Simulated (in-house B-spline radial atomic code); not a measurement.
**Ga: a fraction of an electron added to 4p**

Aim: the energy of Ga as a fraction of an electron is added to 4p, to see how far it bends away from a straight line.

Program: in-house B-spline radial atomic code version 1. Level of theory: scalar-relativistic (spin-free one-electron X2C) BP86, spin-polarised, spherical fractional occupations, Fermi nucleus, basis-set limit. These are calculated values, not measurements, unless marked.

## Step 1: The system

* element: gallium (Z = 31)
* charge: 0
* electrons: 31
* configuration: [Ar] 3d10 4s2 4p1
* Hamiltonian: scalar-relativistic (X2C)
* nucleus: Fermi, rms radius 3.997 fm

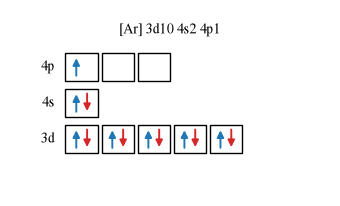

Outer shells as boxes.

Where spins are not typed, each open shell is filled with up spins first.

## Step 2: The start, at fraction 0

Settings, as recorded:

```ini
Z = 31
electrons = 31.0
configuration = [Ar] 3d10 4s2 4p1
hamiltonian = x2c
method = b88,p86
spin_polarised = True
nucleus = fermi
rms_radius = 3.9973
mass_number = 69
atomic_mass = 68.925573528
speed_of_light = 137.035999084
```

## Step 3: 0.1 electron added to 4p

Changes to the settings of step 2:

```diff
@@ -1,4 +1,4 @@
 Z = 31
-electrons = 31.0
-configuration = [Ar] 3d10 4s2 4p1
+electrons = 31.1
+configuration = [Ar] 3d10 4s2 4p1.1
 hamiltonian = x2c
```

## Step 4: 0.2 electron added to 4p

Changes to the settings of step 3:

```diff
@@ -1,4 +1,4 @@
 Z = 31
-electrons = 31.1
-configuration = [Ar] 3d10 4s2 4p1.1
+electrons = 31.2
+configuration = [Ar] 3d10 4s2 4p1.2
 hamiltonian = x2c
```

## Step 5: 0.3 electron added to 4p

Changes to the settings of step 4:

```diff
@@ -1,4 +1,4 @@
 Z = 31
-electrons = 31.2
-configuration = [Ar] 3d10 4s2 4p1.2
+electrons = 31.3
+configuration = [Ar] 3d10 4s2 4p1.3
 hamiltonian = x2c
```

## Step 6: 0.4 electron added to 4p

Changes to the settings of step 5:

```diff
@@ -1,4 +1,4 @@
 Z = 31
-electrons = 31.3
-configuration = [Ar] 3d10 4s2 4p1.3
+electrons = 31.4
+configuration = [Ar] 3d10 4s2 4p1.4
 hamiltonian = x2c
```

## Step 7: 0.5 electron added to 4p

Changes to the settings of step 6:

```diff
@@ -1,4 +1,4 @@
 Z = 31
-electrons = 31.4
-configuration = [Ar] 3d10 4s2 4p1.4
+electrons = 31.5
+configuration = [Ar] 3d10 4s2 4p1.5
 hamiltonian = x2c
```

## Step 8: 0.6 electron added to 4p

Changes to the settings of step 7:

```diff
@@ -1,4 +1,4 @@
 Z = 31
-electrons = 31.5
-configuration = [Ar] 3d10 4s2 4p1.5
+electrons = 31.6
+configuration = [Ar] 3d10 4s2 4p1.6
 hamiltonian = x2c
```

## Step 9: 0.7 electron added to 4p

Changes to the settings of step 8:

```diff
@@ -1,4 +1,4 @@
 Z = 31
-electrons = 31.6
-configuration = [Ar] 3d10 4s2 4p1.6
+electrons = 31.7
+configuration = [Ar] 3d10 4s2 4p1.7
 hamiltonian = x2c
```

Q: How does the energy change with the fraction, and which way and how far does it bend from the straight line between the ends?

**Answer**, as computed:

| fraction | energy change (eV) | less the straight line (eV) | level 4p up (eV) | sum of <r²> (bohr²) |
| --- | --- | --- | --- | --- |
| 0 | 0.0000 | 0.0000 | -2.982 | 39.359 |
| 0.1 | -0.2706 | -0.1491 | -2.433 | 41.613 |
| 0.2 | -0.4873 | -0.2444 | -1.905 | 44.132 |
| 0.3 | -0.6523 | -0.2879 | -1.399 | 46.990 |
| 0.4 | -0.7680 | -0.2822 | -0.920 | 50.301 |
| 0.5 | -0.8373 | -0.2300 | -0.471 | 54.252 |
| 0.6 | -0.8633 | -0.1346 | -0.0573 | 59.190 |
| 0.7 | -0.8502 | 0.0000 | 0.310 | 65.958 |

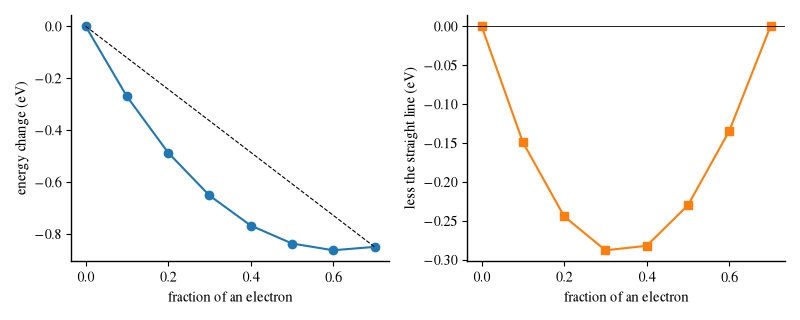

Energy against the fraction, with the straight line between the ends (left), and the difference from it (right).

What this shows: From fraction 0 to 0.7 the energy changes by -0.850 eV. It sags under the straight line by up to 0.29 eV (at 0.3); exact theory is straight between whole electron numbers, so this convex bend is an error (delocalisation) that favours fractional charges. From fraction 0.7 on, a level is unbound or reaches the edge of the box, so those points hang on the box (radius 50.0 bohr). The path stops at 0.7, so the line is drawn to that point and not to a whole electron.

Members of this set that are not shown: 1 did not converge.
